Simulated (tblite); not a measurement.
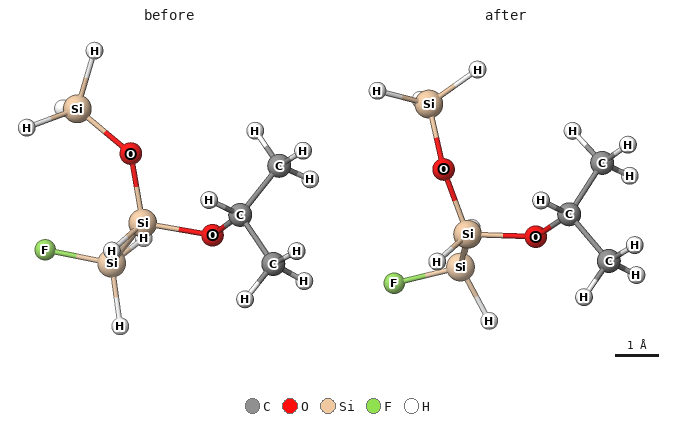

The structure of C₃H₁₃FO₂Si₃ before (left) and after (right) a relaxation, at one scale.

Style: ball-and-stick. Shown at a tilt.

The calculation used GFN2-xTB geometry optimisation, gas phase in tblite. 

Describe what moved and what it gained.

An H atom moves most after the best rigid fit: 1.18 Å. Largest moves by element: H 1.18 Å, F 0.84 Å, O 0.72 Å, Si 0.41 Å, C 0.37 Å. Some distances before and after: Si–Si 2.362 → 2.274 Å, O–Si 1.676 → 1.616 Å, H–Si 1.495 → 1.463 Å, O–Si 1.659 → 1.632 Å. Bond angles that change, for instance: Si–O–Si 138.1° → 160.0°, Si–Si–H 109.2° → 121.9°, C–O–Si 119.4° → 129.3°. Groups turn about O–Si by about 100°, O–Si by about 90°. The energy falls by 45.4 kJ/mol in 161 geometry steps.
